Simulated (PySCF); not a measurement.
## A study: GeI4, SMILES `I[Ge](I)(I)I`

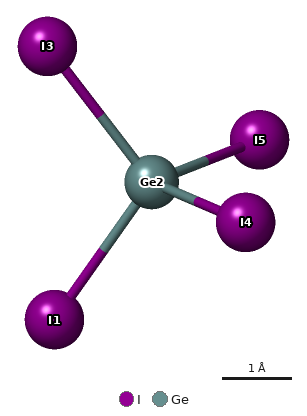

The molecule, with its atoms numbered as below. No frequency check shows the geometry to be a minimum.

Coordinates in Å:

```
I1       1.4790   -1.8446    0.9845
Ge2      0.0011   -0.0001   -0.0007
I3       1.4790    1.8447   -0.9842
I4      -1.4792   -0.9849   -1.8436
I5      -1.4794    0.9849    1.8437
```

### 1. Bonding charge

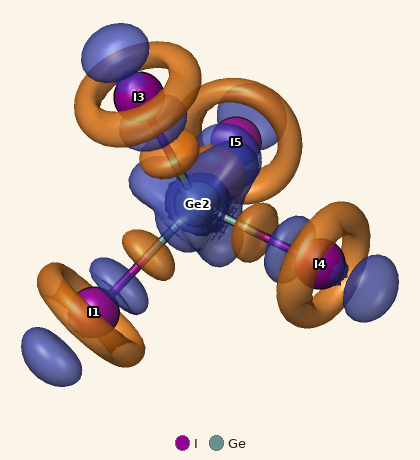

Deformation density (molecule less spherical, spin-averaged free atoms at the same positions), surfaces at ±0.04 e/Å³; orange: gain, blue: loss.

PySCF calculation, B3LYP/def2-SVPD, gas phase; geometry: GFN2-xTB. Core potentials replace the inner electrons of I; spin–orbit coupling isn't included.

**Describe the bonding that the map shows.**

Ge2–I3, I1–Ge2, Ge2–I4 and Ge2–I5: +0.09 e/Å³ at the bond critical point (bond length 2.56 Å). In all, 1.2 electrons gather in the regions of gain relative to the promolecule. A small or negative value marks a very polar bond, one between electron-rich atoms, whose free-atom densities already overlap strongly, a long bond to a heavier atom, or a closed-shell contact such as a hydrogen bond.

**Where do the Hirshfeld charges lie?**

The highest Hirshfeld charge is on Ge2 (+0.24 e), the lowest on I1, I3, I4 and I5 (−0.06 e).

### 2. Bond critical points

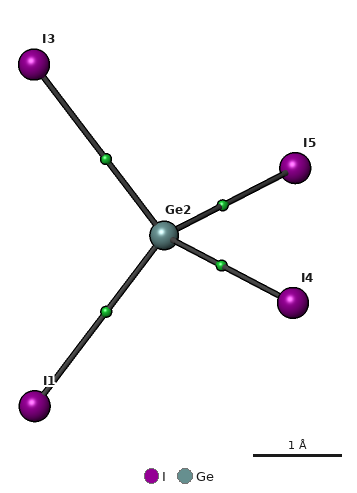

Molecular graph of the electron density (QTAIM): bond paths, bond critical points (green), ring points (magenta, if any); weak paths are dashed.

**How many critical points of each kind are there, and does the count close?**

5 nuclei, 4 bond, 0 ring and 0 cage critical points: 5 − 4 + 0 − 0 = 1, as the Poincaré–Hopf relation requires.

**Give the properties at the bond critical points.**

| bond | length (Å) | ρ (a.u.) | ∇²ρ (a.u.) | ε | H (a.u.) |
| --- | --- | --- | --- | --- | --- |
| Ge2–I3 (4 alike) | 2.560 | 0.074 | −0.01 | 0.00 | −0.028 |

**What kind of interaction is Ge2–I3?**

Shared-shell (covalent): ρ = 0.074, ∇²ρ = −0.01, H = −0.028 a.u.

### 3. Local ionisation energy

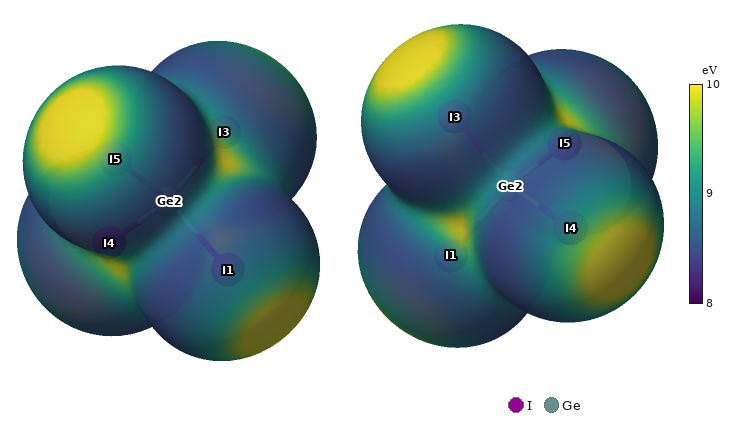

Average local ionisation energy on the surface of electron density 0.001 a.u. (back view left, front view right).

**Locate the minima of the map.**

The lowest value is 8.4 eV, 2.5 Å from I5, and at like points elsewhere. For comparison, the highest occupied orbital lies at −7.5 eV.

### 4. In an electric field

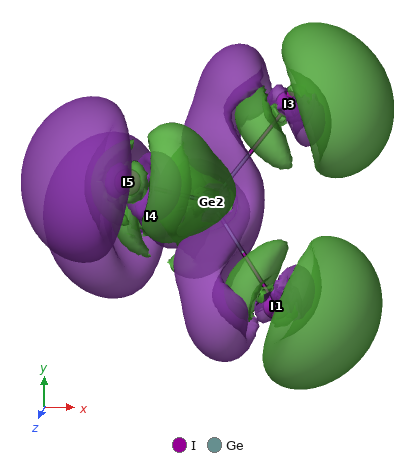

Change of the electron density in a uniform field of 0.21 V/Å, surfaces at ±0.001 e/Å³ (purple: gain, green: loss).

Level of theory: B3LYP/def2-SVPD (PySCF), at a geometry from GFN2-xTB. Core potentials replace the inner electrons of I; spin–orbit coupling isn't included.

**Along which Cartesian direction does the field point?**

Along +x: electrons gather on the −x side, against the field.

**What dipole is induced, and what polarisability does it imply?**

The induced dipole is 1.91 D (along the field); α along this axis, from the fields in both directions, is 188 bohr³ (27.9 Å³).

**Which atoms gain and lose the most charge?**

Electrons gather most on I4 and I5 alike (Hirshfeld charge changes by −0.030 e) and leave I1 and I3 alike most (+0.030 e); 0.122 electrons are displaced in all.
